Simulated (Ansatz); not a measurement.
## What a change does: single-point calculation on Si₂H₃ClF

System: Si₂H₃ClF, multiplicity 2.
Method of run 1: UKS SPW92 (LDA)/def2-TZVPP (Ansatz 0.2.0).

The geometry comes from this level: PBE0-D4/def2-TZVP. Text and figures count atoms from 1; the logs count them from 0 in places.

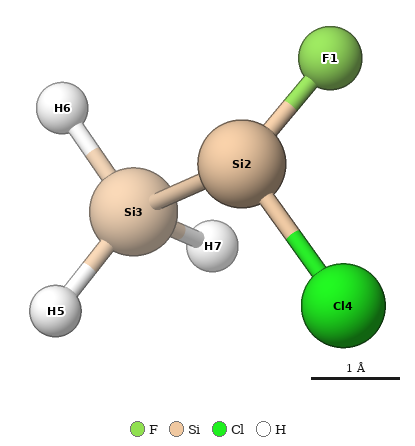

The structure as given in the input (ball-and-stick view, seen at a tilt; atoms are numbered from 1 in the order of the input). Bond lengths as drawn: Cl–Si 2.06 Å, F–Si 1.60 Å, H–Si 1.48 to 1.49 Å and Si–Si 2.36 Å.

**Input file, run 1**
```yaml
crystal:
  periodic: [false, false, false]
  atoms:
    - {symbol: F, position_ang: [-0.397268, -2.154197, 0.999114]}
    - {symbol: Si, position_ang: [-1.049475, -0.894513, 0.251860]}
    - {symbol: Si, position_ang: [0.534244, 0.848065, 0.105859]}
    - {symbol: Cl, position_ang: [-1.541546, -1.516112, -1.647161]}
    - {symbol: H, position_ang: [-0.126447, 1.966473, -0.612285]}
    - {symbol: H, position_ang: [0.889675, 1.270980, 1.484027]}
    - {symbol: H, position_ang: [1.752115, 0.411403, -0.627014]}
basis:
  gaussian: {orbitals: def2-TZVPP}
magnetization: {spin_polarized: true, initial_magnetization: 1}
hamiltonian: {xc: lda}
output: {orbitals: {seedname: orbitals}}
```

Launched with:
```bash
ansatz run in.yaml --threads 4 --pin off --events-out ev --progress --plain --max-ram 10444MiB
```

Hardware: 4 threads of Arm Neoverse V2, 23 GiB of memory available, shared host.

**Output (run 1)**
```
Functional definition: SPW92
  exchange = slater_x
  correlation = pw_c
1203 factors; their error is unknown
mean field evaluation 1: about -30923.5433 eV, gradient 2.6e1 eV
mean field evaluation 2: about -30916.0059 eV, gradient 5.8e1 eV
mean field evaluation 4: about -30926.1079 eV, gradient 2.6e0 eV
mean field evaluation 8: about -30926.0979 eV, gradient 1.3e-1 eV
mean field evaluation 16: about -30926.0979 eV, gradient 3.4e-5 eV
mean field -30926.09792166 eV, -1136.5131361588 hartree, gradient 3.4e-5 eV, S^2 0.751291; 0 other end points of the search recorded, 0 dependent functions left out
reference -30926.09796024 eV, -1136.5131375768 hartree; 29, 28 occupied and 170, 171 virtual orbitals, 1203 factors
Total energy: -30926.09796024 eV, -1136.5131375768 hartree
```

For run 2 the input was changed thus:
```diff
-hamiltonian: {xc: lda}
+hamiltonian: {xc: pbe0, dispersion: d4}
```

How does run 2 compare with run 1?

The total energies belong to different models, so their difference says nothing on which is more stable or more accurate. The HOMO goes from −5.21 to −6.38 eV. The LUMO goes from −4.19 to −2.92 eV.

**Output (run 2)**
```
Functional definition: PBE0
  parameter a = 0.25
  parameter kappa = 0.804
  parameter beta = 0.06672455060314922
  exchange = (1 - a)*pbe_x(kappa = kappa, mu = beta*pi^2/3) + a*exact_x
  correlation = pbe_c(beta = beta)
1240 factors; their error is unknown
mean field evaluation 1: about -31032.2335 eV, gradient 2.3e1 eV
mean field evaluation 2: about -31029.9221 eV, gradient 3.8e1 eV
mean field evaluation 4: about -31034.0521 eV, gradient 1.1e0 eV
mean field evaluation 8: about -31034.0589 eV, gradient 3.9e-2 eV
mean field evaluation 16: about -31034.1329 eV, gradient 1.1e-4 eV
mean field -31034.13290803 eV, -1140.4833486792 hartree, gradient 4.4e-5 eV, S^2 0.754250; 0 other end points of the search recorded, 0 dependent functions left out
reference -31034.13293962 eV, -1140.4833498403 hartree; 29, 28 occupied and 170, 171 virtual orbitals, 1240 factors
Total energy: -31034.28805403 eV, -1140.4890501897 hartree
```

**The two runs side by side**

| quantity | run 1 | run 2 |
| --- | --- | --- |
| outcome | converged | converged |
| total energy (hartree) | −1136.513138 | −1140.489050 |
| HOMO (eV) | −5.21 | −6.38 |
| LUMO (eV) | −4.19 | −2.92 |
| ⟨S²⟩ | 0.751 | 0.754 |
| basis functions | 199 | 199 |
| wall time (shared host) | 1 s | 2.9 s |
